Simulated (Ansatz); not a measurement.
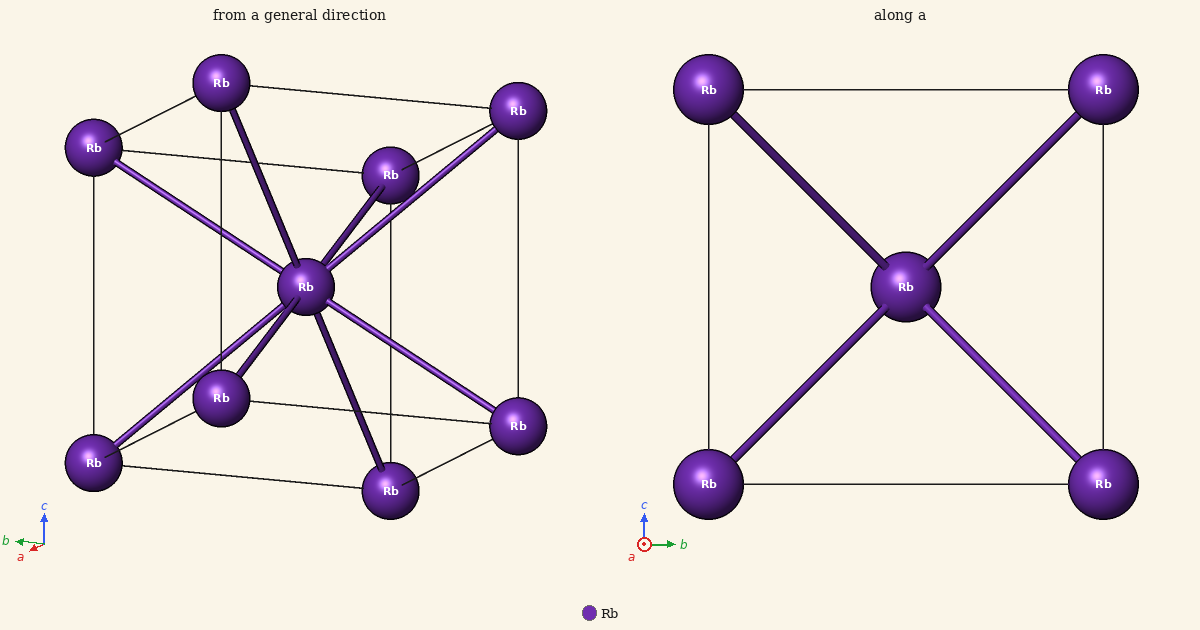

Ball-and-stick drawing of the structure, looking from a general direction and along the a axis. The frame is the conventional unit cell; atoms at its boundary are shown with their periodic copies.

Q: What is the number of atoms per cell?

A: 2 (rubidium), counting shared atoms by their share.

Q: What lattice type does the structure have?

A: Body-centred cubic.

Q: To which structure type does it belong?

A: Body-centred cubic (W type).

Q: What are the neighbours of Rb?

A: Eight Rb in a cubic arrangement.

Q: Describe the bonded network.

A: The bonds build a three-dimensional framework.

Provenance: the standard structure of this element. Earlier steps of the study may have refined or changed the cell and positions. A calculation with Ansatz used it as input.
